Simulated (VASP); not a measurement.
Band structure of TiAl (L1_0). Level of theory: RPBE GGA, VASP's PBE PAW potentials (set 64) (plane waves; VASP).

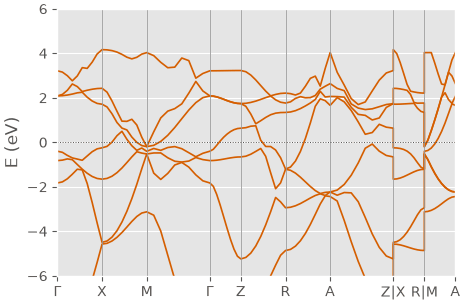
Figure. Bands along high-symmetry lines, zero at the valence-band maximum or, without a gap, the Fermi level

Q: Read the plot: is there a gap, and where are the band edges?

A: It has no gap at this level: it comes out as a metal or semimetal. (Edges off the drawn lines would not show.)

The compound is TiAl in the L1_0 structure. It was relaxed first. The electron count is odd and the run is not spin-polarised, which forces a metal.
